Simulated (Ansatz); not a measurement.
System: AlH$_{6}$N$_{3}$···PH$_{3}$.

Input

```
crystal:
  periodic: [false, false, false]
  atoms:
    - { symbol: Al, position_ang: [0.0, 0.0, 0.0] }
    - { symbol: "N", position_ang: [0.0, 0.0, 2.27] }
    - { symbol: H, position_ang: [-0.877, -0.2713, 2.8] }
    - { symbol: H, position_ang: [0.877, 0.2713, 2.8] }
    - { symbol: "N", position_ang: [1.6627, 0.0, -0.96] }
    - { symbol: H, position_ang: [2.1293, -0.9179, -1.2118] }
    - { symbol: H, position_ang: [2.1141, 0.9179, -1.2382] }
    - { symbol: "N", position_ang: [-1.6627, 0.0, -0.96] }
    - { symbol: H, position_ang: [-2.3316, -0.8164, -0.8614] }
    - { symbol: H, position_ang: [-1.9118, 0.8164, -1.5886] }
    - { symbol: P, position_ang: [-0.7507, 2.3305, 0.8135] }
    - { symbol: H, position_ang: [-2.0583, 2.6024, 0.3313] }
    - { symbol: H, position_ang: [-0.7552, 2.3582, 2.2333] }
    - { symbol: H, position_ang: [-0.3948, 1.2257, 2.0273] }
basis:
  gaussian: { orbitals: def2-SVP }
hamiltonian:
  xc: { name: BHLYP }
  dispersion: d4
relax:
  f_tol: 0.15
  max_steps: 25
  restrain:
    - { distance: [0, 10], at: 3.48, k: 30.0 }
    - { distance: [13, 1], at: 2.26, k: 30.0 }
    - { distance: [0, 1], at: 1.92, k: 30.0 }
    - { distance: [13, 10], at: 1.42, k: 30.0 }
output:
  orbitals: {}
```

Launched as:

```sh
ansatz run input.yaml --threads 4 --pin off --max-ram 5120MiB --backend cpu --events-out ev --progress --plain --runs-dir out
```

The fields are those of the run's last geometry, not of the input's.

Not at a stationary point (largest force 1.7 eV/Å).

Computed with RKS BHLYP-D4/def2-SVP (Ansatz).

### What will maps of the electron density and electron localisation function show?

Al–N (1.76 Å): ρ at the midpoint is about 0.84 e/Å³; the ELF peaks at about 0.90 in the valence shell of N, 0.7 Å from its nucleus, and is about 0.55 at the midpoint.
N–H (1.01 Å): the density is about 2.8 e/Å³ at the midpoint; the ELF climbs to about 1 towards the hydrogen, as it does in any bond to H: an ordinary covalent bond to hydrogen.
Al–N (1.86 Å): ρ is about 0.72 e/Å³ halfway; the ELF peaks at about 0.95 in the valence shell of N, 0.7 Å from its nucleus, and is about 0.60 at the midpoint.

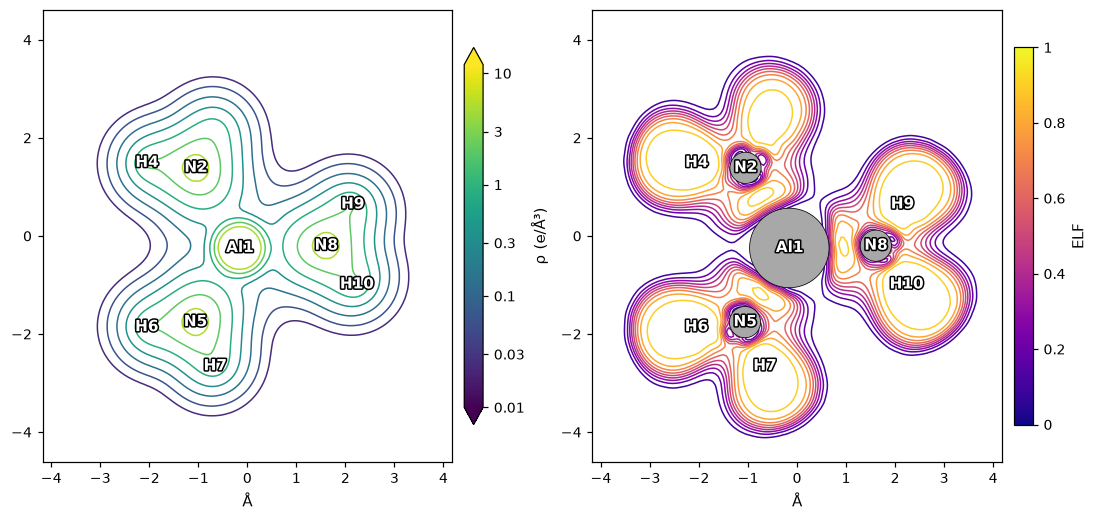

Computed electron density and electron localisation function on the plane of atoms N5, Al1 and N8, in this order. Grey discs cover the atomic cores in the ELF map. 
